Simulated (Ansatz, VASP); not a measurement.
# Cross-check of WSe2 between VASP and Ansatz

One calculation is typed for both programs; each brings its own data sets and cutoff. How far apart do they land? The cell is a member of a volume series, scaled by 0.98 from a relaxed one, so a pressure remains.

Calculated with Ansatz 0.2.0; plane waves, with VASP 6.6.1 beside it; single point at r2SCAN with rVV10.

### 1. Set-up

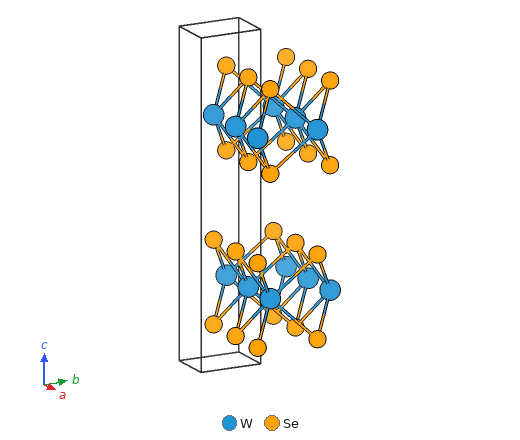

The cell as given, slightly off an axis (tungsten blue, selenium orange). 3×2×1 cells are drawn.

### 2. Ansatz: single point, r2SCAN with rVV10

Ansatz runs on its default PAW (the set named soft_2) files.

With cell and atoms fixed, the geometry can't cause a difference; cores, projectors, grids and the points listed under the comparison can.

input.yaml

```yaml
crystal:
  lattice:
    - [3.2750530133, 0.0, 0.0]
    - [-1.6375265067, 2.8362791083, 0.0]
    - [0.0, 0.0, 13.0709195674]
  atoms:
    - { symbol: W, position: [0.3333333333, 0.6666666667, 0.25] }
    - { symbol: W, position: [0.6666666667, 0.3333333333, 0.75] }
    - { symbol: Se, position: [0.3333333333, 0.6666666667, 0.623466312] }
    - { symbol: Se, position: [0.6666666667, 0.3333333333, 0.123466312] }
    - { symbol: Se, position: [0.3333333333, 0.6666666667, 0.876533688] }
    - { symbol: Se, position: [0.6666666667, 0.3333333333, 0.376533688] }
hamiltonian:
  xc: r2scan
  pseudopotentials: { kind: paw }
  dispersion: rvv10
kpoints:
  mp_grid: { grid: [9, 9, 2] }
scf:
  occupations: { method: gaussian, width: 0.05 }
  n_extra_bands: 5
output:
  forces: true
  stress: true
  eigenvalues: true
  write_density: true
  write_potential: true
  elf: true
  volumetric_format: npy
```

On the command line:

```console
ansatz run input.yaml --threads 4 --pin off --max-ram 9216MiB --backend cpu --events-out ev --progress --plain --runs-dir out
```

Numbers of over 12 decimals in the logs are rounded to 6 here.

Log:

```text
scf.n_extra_bands = 5 over 46 filled bands (N_el = 92.0): the run solves 51 bands
Engine: ansatz 0.2.0, x86_64-unknown-linux-gnu
Pseudopotentials: kind: paw
Pseudopotential: W, paw, valence charge 14, recommended cutoff 500 eV (meta_gga), W.paw.azcp
Pseudopotential: Se, paw, valence charge 16, recommended cutoff 500 eV (meta_gga), Se.paw.azcp
Functional definition: r2SCAN+rVV10
  parameter k0 = 0.174
  parameter k1 = 0.065
  parameter a1 = 4.9479
  exchange = r2scan_x(k0 = k0, k1 = k1, a1 = a1)
  correlation = r2scan_c + rvv10(11.95, 0.0093)
Crystal: 6 atoms, lattice volume = 121.415 Å³
Basis set: ecut = 500 eV, 3053 PW (Γ), exchange–correlation on 108×108×432 points (64 copies of the dense FFT grid, shifted against one another)
Bands: 51, of which v1, the nominal top of the filled ones, is band 46 counted from 1 (45 counted from 0)
Symmetry: 24 space group operations
Space group: P63/mmc (ITA 194), of the structure as read, at distance tolerance 5.0e-5 Å
k-points: 24 of 162
Non-local potential: W, projectors of the file, l = 0: 3, l = 1: 2, l = 2: 2, l = 3: 1
Non-local potential: Se, projectors of the file, l = 0: 2, l = 1: 2, l = 2: 3, l = 3: 1
PAW form: soft (Blöchl's): semilocal exchange-correlation on the pseudo side does not see the compensation charge
rVV10 density: all electrons in the spheres
PAW frozen core: W, regenerated for the run's functional (the file was generated under x = pbe(κ = 0.804, μ = 0.219515), c = pbe(β = 0.066725))
PAW frozen core: Se, regenerated for the run's functional (the file was generated under x = pbe(κ = 0.804, μ = 0.219515), c = pbe(β = 0.066725))
PAW one-centre angular grid: W, 590 points (default); XC on 160 Gauss nodes
PAW one-centre angular grid: Se, 590 points (default); XC on 160 Gauss nodes
Initial density: superposition of atomic densities (neutral atoms: chi_scale 0, normalization atom), corrected by the library's trained network
Initial wavefunctions: pseudopotential atomic-orbital guess
Functional: x = r2scan, c = r2scan + rvv10(b = 11.95, C = 0.0093); τ floored in thin density (d = 2e-4 eV/Å³)
SCF iter   1: F=—  HF=-42699.836367 eV  |F-HF|=—  |Δ(HF+E_count)|=         —  Δρ=5.70e-3  dr2=3.77e-2  dr2_τ=9.17e-2  ethr=1.77e-3  ⟨swp⟩=6.0  Hψ=4374  notcnv=0
preconditioner: auto → Resta (q_TF=auto, 2.605 Å⁻¹)  ε∞=6.8  [insulator: Δε(μ)=1.232 eV  Ē_g=8.389 eV  σ=0.050 eV  W_gap=1.00  n_scr=40 (ndim 8)  ℏωp=20.2 eV  f_vac=0.058  D(μ)=0.00/eV (n_scr^D=0)  ε∞_Penn≈6.8]
SCF iter   2: F=—  HF=-42699.967193 eV  |F-HF|=—  |Δ(HF+E_count)|=   1.31e-1  Δρ=3.77e-3  dr2=9.55e-3  dr2_τ=1.26e-3  ethr=4.10e-5  ⟨swp⟩=2.0  Hψ=2573  notcnv=0  defer=22
SCF iter   3: F=—  HF=-42699.975370 eV  |F-HF|=—  |Δ(HF+E_count)|=   8.18e-3  Δρ=1.43e-3  dr2=1.54e-3  dr2_τ=1.03e-4  ethr=1.04e-5  ⟨swp⟩=2.0  Hψ=1551  notcnv=0  defer=22
SCF iter   4: F=—  HF=-42699.976628 eV  |F-HF|=—  |Δ(HF+E_count)|=   1.26e-3  Δρ=1.83e-4  dr2=4.32e-5  dr2_τ=5.42e-6  ethr=1.67e-6  ⟨swp⟩=2.0  Hψ=1778  notcnv=0  defer=22
SCF iter   5: F=—  HF=-42699.976621 eV  |F-HF|=—  |Δ(HF+E_count)|=   6.55e-6  Δρ=7.29e-5  dr2=9.96e-6  dr2_τ=6.20e-7  ethr=4.70e-8  ⟨swp⟩=2.0  Hψ=2258  notcnv=0  defer=22
SCF iter   6: F=—  HF=-42699.976624 eV  |F-HF|=—  |Δ(HF+E_count)|=   2.72e-6  Δρ=2.13e-5  dr2=5.22e-7  dr2_τ=2.18e-8  ethr=1.08e-8  ⟨swp⟩=3.0  Hψ=2137  notcnv=0  defer=22
SCF iter   7: F=-42699.976624 eV  HF=-42699.976624 eV  |F-HF|=1.36e-8  |Δ(HF+E_count)|=   3.56e-7  Δρ=3.59e-6  dr2=1.03e-8  dr2_τ=1.52e-9  ethr=1.09e-10  ⟨swp⟩=14.4  Hψ=10156  notcnv=0
SCF 1 converged in 7 iterations: F = -42699.976624 eV  dr2 = 1.03e-8
  greatest PAW one-centre occupation: 1.000 electrons in one spin orbital (limit 2), on the Se atom at site 5 (counted from 0), in its partial waves of l = 2
SCF converged after 7 iterations
Free energy (F): -42699.976624 eV
Harris-Foulkes:  -42699.976624 eV  (|F-HF|=1.36e-8)
Internal energy: -42699.976624 eV  (E = F + TS)
E sigma→0 (E₀):  -42699.976624 eV
Fermi energy:    13.405973 eV
--- Per-component energies (eV) ---
  E_band       = -1768.651711
  E_kinetic    = 1384.158653
  E_local      = -11671.017776  (includes V_loc(G=0)·N_el)
  E_nonlocal   = -2376.546479
  E_hartree    = 5616.765974
  E_xc         = -883.855912
  E_vxc        = -945.586136  (∫ρ·V_xc dr)
  E_paw        = -24887.505625  (= ΣΔE_a)
  E_vpaw       = 559.235025  (= ΣTr[D̂ρ^β])
  E_aug_tail   = -0.000904  (compensation charges beyond the density's cutoff)
  E_vtau       = 47.572112  (kinetic-family band-sum trace: ∫τ·v_τ [+ j·A + Jᵃ·Aᵃ] dr)
  E_ewald      = -9873.739576
  E_core_change = -8.234979  (= ΣΔE_core)
  E_smearing   = -0.000000  (= −TS)
  E_closure    = 0.000000  (closes the sum)
  Σ components = -42699.976624   (vs F -42699.976624, Δ=0.00e0)
--- Forces (eV/Å), atoms counted from 1 ---
  atom   1  W      0.00000000     0.00000000     0.00000000
  atom   2  W     -0.00000000    -0.00000000     0.00000000
  atom   3  Se     0.00000000     0.00000000    -0.37677673
  atom   4  Se     0.00000000    -0.00000000    -0.37677673
  atom   5  Se     0.00000000     0.00000000     0.37677673
  atom   6  Se     0.00000000    -0.00000000     0.37677673
  max |Σ_I F_I| component: 6.94e-18 eV/Å
--- Stress (GPa, compression-positive) ---
        3.123597      -0.000000       0.000000
       -0.000000       3.123597       0.000000
        0.000000       0.000000       3.526894
  P = ⅓ Tr σ = 3.2580 GPa (32.580 kbar)
--- Band table (eV; the first three rows and the last of 24) ---
  k-point 0: bands = [... 42 lower, 11.1077, 11.4866, 11.6610, 12.7901, 15.6232, 15.6232, 15.6641, 15.6641, ... 1 higher]
  k-point 1: bands = [... 42 lower, 11.0845, 11.0845, 12.5285, 12.5285, 15.6307, 15.6307, 15.6307, 15.6307, ... 1 higher]
  k-point 2: bands = [... 42 lower, 10.9942, 11.6849, 11.7537, 12.4812, 15.1456, 15.3375, 15.4539, 15.4549, ... 1 higher]
  k-point 23: bands = [... 42 lower, 9.8922, 9.8922, 12.4022, 12.4022, 14.1906, 14.1906, 15.4402, 15.4402, ... 1 higher]
```

It took 2.9 s on 4 threads of AMD EPYC 9R45 (Zen 5), shared host; peak memory 0.95 GiB; 11 s of CPU time.

The run ends at a pressure of 3.26 GPa, with forces up to 0.38 eV/Å.

### 3. VASP: single point, r2SCAN with rVV10

The same cell, functional, mesh and smearing now go to VASP, with its own data sets and cutoff.

Lines of VASP's logs that name or quote its potential files are left out, and so is its time.

INCAR

```
SYSTEM = WSe2
PREC = Accurate
ENCUT = 400
EDIFF = 1E-06
NELM = 100
ISMEAR = 0
SIGMA = 0.05
LREAL = .FALSE.
ALGO = Normal
METAGGA = R2SCAN
LUSE_VDW = .TRUE.
IVDW_NL = 2
BPARAM = 11.95
CPARAM = 0.0093
LASPH = .TRUE.
NBANDS = 24
LORBIT = 11
LWAVE = .FALSE.
LCHARG = .FALSE.
KPAR = 4
ISIF = 2
```

POSCAR

```
WSe2
1.0
    3.2750530133      0.0000000000      0.0000000000
   -1.6375265067      2.8362791083      0.0000000000
    0.0000000000      0.0000000000     13.0709195674
W Se
2 4
Direct
    0.3333333333      0.6666666667      0.2500000000
    0.6666666667      0.3333333333      0.7500000000
    0.3333333333      0.6666666667      0.6234663120
    0.6666666667      0.3333333333      0.1234663120
    0.3333333333      0.6666666667      0.8765336880
    0.6666666667      0.3333333333      0.3765336880
```

KPOINTS

```
Automatic mesh
0
Gamma
9 9 2
0 0 0
```

PAW data sets: W and Se (PBE family, release 64).

On the command line:

```console
mpirun -np 4 vasp_std
```

Log:

```text
[banner, memory and clock lines left out]
running    4 mpi-ranks, on    1 nodes
 distrk:  each k-point on    1 cores,    4 groups
 distr:  one band on    1 cores,    1 groups

 POSCAR found type information on POSCAR W Se
 POSCAR found :  2 types and       6 ions
|                                                                             |
|               ----> ADVICE to this user running VASP <----                  |
|                                                                             |
|     You have switched on vdW-DFT.                                           |
|     This routine was written and supplied by Jiri Klimes. We recommend      |
|     that you carefully read and cite the following publications:            |
|       J. Klimes, D.R. Bowler, A. Michelides                                 |
|          J. Phys.: Cond Matt. 22 022201 (2010)                              |
|       J. Klimes, D.R. Bowler, A. Michelides                                 |
|          Phys. Rev. B. 83, 195131 (2011)                                    |
|     and references therein.                                                 |
|                                                                             |

|                                                                             |
|               ----> ADVICE to this user running VASP <----                  |
|                                                                             |
|     You enforced a specific xc type in the INCAR file but a different       |
|     [... a line on the potential file left out ...]
|     I HOPE YOU KNOW WHAT YOU ARE DOING!                                     |
|                                                                             |

 LDA part: xc-table for (None), standard interpolation
 POSCAR, INCAR and KPOINTS ok, starting setup
 FFT: planning ... GRIDC
 FFT: planning ... GRID_SOFT
 FFT: planning ... GRID
 WAVECAR not read
 entering main loop
       N       E                     dE             d eps       ncg     rms          rms(c)
Total rVV10 correction in eV:      0.7078159    50.8315464
Total rVV10 correction in eV:      0.7078159    50.8315464
Total rVV10 correction in eV:      0.7078159    50.8315464
Total rVV10 correction in eV:      0.7078159    50.8315464
DAV:   1     0.460333289517E+02    0.46033E+02   -0.14021E+04  1152   0.110E+03
DAV:   2    -0.154644017568E+03   -0.20068E+03   -0.19221E+03  1584   0.250E+02
DAV:   3    -0.167869839000E+03   -0.13226E+02   -0.13132E+02  1536   0.657E+01
DAV:   4    -0.168104743073E+03   -0.23490E+00   -0.23424E+00  1536   0.914E+00
DAV:   5    -0.168110439928E+03   -0.56969E-02   -0.56924E-02  1544   0.121E+00    0.302E+01
Total rVV10 correction in eV:      0.7102937    50.8315461
Total rVV10 correction in eV:      0.7102937    50.8315461
Total rVV10 correction in eV:      0.7102937    50.8315461
Total rVV10 correction in eV:      0.7102937    50.8315461
DAV:   6    -0.163269585376E+03    0.48409E+01   -0.92517E+00  1608   0.154E+01    0.131E+01
Total rVV10 correction in eV:      0.7104881    50.8315461
Total rVV10 correction in eV:      0.7104881    50.8315461
Total rVV10 correction in eV:      0.7104881    50.8315461
Total rVV10 correction in eV:      0.7104881    50.8315461
DAV:   7    -0.163166817914E+03    0.10277E+00   -0.43973E+00  1560   0.120E+01    0.900E+00
Total rVV10 correction in eV:      0.7180346    50.8315461
Total rVV10 correction in eV:      0.7180346    50.8315461
Total rVV10 correction in eV:      0.7180346    50.8315461
Total rVV10 correction in eV:      0.7180346    50.8315461
DAV:   8    -0.162998388652E+03    0.16843E+00   -0.63495E-01  1584   0.519E+00    0.951E-01
Total rVV10 correction in eV:      0.7210410    50.8315461
Total rVV10 correction in eV:      0.7210410    50.8315461
Total rVV10 correction in eV:      0.7210410    50.8315461
Total rVV10 correction in eV:      0.7210410    50.8315461
DAV:   9    -0.162998770614E+03   -0.38196E-03   -0.61927E-02  1504   0.147E+00    0.896E-01
Total rVV10 correction in eV:      0.7247416    50.8315461
Total rVV10 correction in eV:      0.7247416    50.8315461
Total rVV10 correction in eV:      0.7247416    50.8315461
Total rVV10 correction in eV:      0.7247416    50.8315461
DAV:  10    -0.163000904969E+03   -0.21344E-02   -0.12669E-02  1400   0.641E-01    0.243E-01
Total rVV10 correction in eV:      0.7242352    50.8315461
Total rVV10 correction in eV:      0.7242352    50.8315461
Total rVV10 correction in eV:      0.7242352    50.8315461
Total rVV10 correction in eV:      0.7242352    50.8315461
DAV:  11    -0.163000780652E+03    0.12432E-03   -0.62806E-04  1536   0.164E-01    0.367E-01
Total rVV10 correction in eV:      0.7249691    50.8315461
Total rVV10 correction in eV:      0.7249691    50.8315461
Total rVV10 correction in eV:      0.7249691    50.8315461
Total rVV10 correction in eV:      0.7249691    50.8315461
DAV:  12    -0.163000820029E+03   -0.39377E-04   -0.23202E-04  1584   0.102E-01    0.612E-02
Total rVV10 correction in eV:      0.7248205    50.8315461
Total rVV10 correction in eV:      0.7248205    50.8315461
Total rVV10 correction in eV:      0.7248205    50.8315461
Total rVV10 correction in eV:      0.7248205    50.8315461
DAV:  13    -0.163000825877E+03   -0.58482E-05   -0.41695E-05  1504   0.397E-02    0.296E-02
Total rVV10 correction in eV:      0.7248413    50.8315461
Total rVV10 correction in eV:      0.7248413    50.8315461
Total rVV10 correction in eV:      0.7248413    50.8315461
Total rVV10 correction in eV:      0.7248413    50.8315461
DAV:  14    -0.163000826141E+03   -0.26385E-06   -0.33242E-06  1408   0.118E-02
Total rVV10 correction in eV:      0.7248357    50.8315461
Total rVV10 correction in eV:      0.7248357    50.8315461
Total rVV10 correction in eV:      0.7248357    50.8315461
Total rVV10 correction in eV:      0.7248357    50.8315461
Total rVV10 correction in eV:      0.7248524    50.8315461
Total rVV10 correction in eV:      0.7248524    50.8315461
Total rVV10 correction in eV:      0.7248524    50.8315461
Total rVV10 correction in eV:      0.7248524    50.8315461
   1 F= -.16300083E+03 E0= -.16300083E+03  d E =-.220649E-11
```

From OUTCAR (step 3):

```text
ion  position               nearest neighbor table
   1  0.333  0.667  0.250-   4 2.51   6 2.51   4 2.51   6 2.51   4 2.51   6 2.51
   2  0.667  0.333  0.750-   3 2.51   5 2.51   3 2.51   5 2.51   3 2.51   5 2.51
   3  0.333  0.667  0.623-   2 2.51   2 2.51   2 2.51
   4  0.667  0.333  0.123-   1 2.51   1 2.51   1 2.51
   5  0.333  0.667  0.877-   2 2.51   2 2.51   2 2.51
   6  0.667  0.333  0.377-   1 2.51   1 2.51   1 2.51

  LATTYP: Found a hexagonal cell.
 ALAT       =     3.2750530133
 C/A-ratio  =     3.9910558743

 Subroutine GETGRP returns: Found 24 space group operations
 (whereof 12 operations were pure point group operations)

The static configuration has the point symmetry D_3d.
 The point group associated with its full space group is D_6h.

 Found     24 irreducible k-points:

   k-points           NKPTS =     24   k-points in BZ     NKDIM =     24   number of bands    NBANDS=     24

   dimension x,y,z NGX =    24 NGY =   24 NGZ =   90
   dimension x,y,z NGXF=    48 NGYF=   48 NGZF=  180

   ENCUT  =  400.0 eV  29.40 Ry    5.42 a.u.   5.34  5.34 21.32*2*pi/ulx,y,z

   NELECT =      36.0000    total number of electrons

 k-points in reciprocal lattice and weights: Automatic mesh
   0.00000000  0.00000000  0.00000000       0.006
   0.11111111  0.00000000  0.00000000       0.037
   0.22222222  0.00000000  0.00000000       0.037
   0.33333333  0.00000000  0.00000000       0.037
   0.44444444  0.00000000  0.00000000       0.037
   0.11111111  0.11111111  0.00000000       0.037
   0.22222222  0.11111111  0.00000000       0.074
   0.33333333  0.11111111  0.00000000       0.074
   0.44444444  0.11111111  0.00000000       0.037
[...]
0.33333333  0.22222222  0.50000000       0.074
   0.33333333  0.33333333  0.50000000       0.012

 average (electrostatic) potential at core
       1 -46.4763       2 -46.4763       3 -57.7565       4 -57.7565       5 -57.7565
       6 -57.7565

 E-fermi :   5.3377

 k-point     1 :       0.0000    0.0000    0.0000
  band No.  band energies     occupation
    ...
     14       3.4415      2.00000
     15       3.4415      2.00000
     16       3.8505      2.00000
     17       3.9995      2.00000
     18       5.1245      2.00000
     19       7.9621      0.00000
     20       7.9622      0.00000
     21       8.0055      0.00000
     22       8.0055      0.00000
     23       8.0944      0.00000
    ...

 k-point     2 :       0.1111    0.0000    0.0000
  band No.  band energies     occupation
    ...
     14       3.1295      2.00000
     15       3.3364      2.00000
     16       4.0230      2.00000
     17       4.1139      2.00000
     18       4.8170      2.00000
     19       7.4849      0.00000
     20       7.6673      0.00000
     21       7.7835      0.00000
     22       7.7926      0.00000
     23       7.8268      0.00000
    ...

 k-point     3 :       0.2222    0.0000    0.0000
  band No.  band energies     occupation
    ...
     14       2.8683      2.00000
     15       2.9058      2.00000
     16       3.6626      2.00000
     17       3.8462      2.00000
     18       4.0136      2.00000
     19       6.6731      0.00000
     20       7.3689      0.00000
     21       7.5375      0.00000
     22       7.5950      0.00000
     23       7.5990      0.00000
    ...

  Total        2.2506957      2.2506957      2.5618646     -0.0000000     -0.0000000     -0.0000000
  in kB       29.6998270     29.6998270     33.8059625     -0.0000000     -0.0000000     -0.0000000
  external PRESSURE =      31.0685389 kB  Pullay stress =       0.0000000 kB

  energy-cutoff  :      400.00
  volume of cell :      121.42
      direct lattice vectors                 reciprocal lattice vectors
     3.275053013  0.000000000  0.000000000     0.305338569  0.176287305  0.000000000
    -1.637526507  2.836279108  0.000000000     0.000000000  0.352574610  0.000000000
     0.000000000  0.000000000 13.070919567     0.000000000  0.000000000  0.076505711

 POSITION                                       TOTAL-FORCE (eV/Angst)
 -----------------------------------------------------------------------------------
     -0.00000      1.89085      3.26773        -0.000000     -0.000000      0.000000
      1.63753      0.94543      9.80319        -0.000000      0.000000      0.000000
     -0.00000      1.89085      8.14928        -0.000000      0.000000     -0.358011
      1.63753      0.94543      1.61382        -0.000000      0.000000     -0.358011
     -0.00000      1.89085     11.45710         0.000000     -0.000000      0.358011
      1.63753      0.94543      4.92164         0.000000      0.000000      0.358011
 -----------------------------------------------------------------------------------
    total drift:                               -0.000000      0.000000     -0.000000

  FREE ENERGIE OF THE ION-ELECTRON SYSTEM (eV)
  ---------------------------------------------------
  free  energy   TOTEN  =      -163.0008261412 eV

  energy  without entropy=     -163.0008261412  energy(sigma->0) =     -163.00082614

 total charge
# of ion       s       p       d       tot
------------------------------------------
    1        0.524   0.649   4.239   5.412
    2        0.524   0.649   4.239   5.412
    3        1.474   2.406   0.074   3.954
    4        1.474   2.406   0.074   3.954
    5        1.474   2.406   0.074   3.954
    6        1.474   2.406   0.074   3.954
--------------------------------------------------
tot          6.942  10.922   8.775  26.639

[... 3 further parts left out ...]
```

The run ends at a pressure of 3.11 GPa, with forces up to 0.36 eV/Å.

### 4. Side by side

Known differences besides the PAW data sets themselves: VASP keeps PBE cores, Ansatz makes them for the functional; the data sets hold 92 valence electrons in Ansatz (default PAW (the set named soft_2) files) and 36 in VASP; the cutoff is 500 eV in Ansatz and 400 eV in VASP. Total energies have different zeros and are not compared.

Compared:

```
              quantity  Ansatz   VASP  difference
        pressure (GPa)    3.26   3.11       +0.15
gap on the k mesh (eV)   1.237  1.236      +0.001
```

Forces (eV/Å; atoms numbered as in POSCAR):

```
atom        Ansatz x, y, z          VASP x, y, z
  W1   0.000, 0.000, 0.000   0.000, 0.000, 0.000
  W2   0.000, 0.000, 0.000   0.000, 0.000, 0.000
 Se3  0.000, 0.000, -0.377  0.000, 0.000, -0.358
 Se4  0.000, 0.000, -0.377  0.000, 0.000, -0.358
 Se5   0.000, 0.000, 0.377   0.000, 0.000, 0.358
 Se6   0.000, 0.000, 0.377   0.000, 0.000, 0.358
```

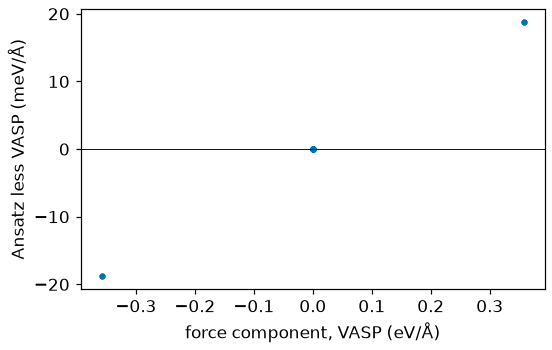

Difference of the force components against their size.

The forces differ by 8.8 meV/Å r.m.s., which is 5.2 % of the r.m.s. force of 0.17 eV/Å (both taken over all components). Ansatz's pressure holds a Pulay correction of 0.03 GPa; VASP's holds none.

[end of part 1 of 2]

[Lines on the potential files, build, host, timing and source positions are cut from VASP's logs without a mark.]

[Logs are printed without paths, hosts, clocks, repeated set-up lines and the standing remarks that a program may print on its own settings, such as how far it seeks lower states.]

[Hosts, paths, dates, database ids (printed as entryN), source tags and the programs' standing remarks are cut or masked in the printed files.]
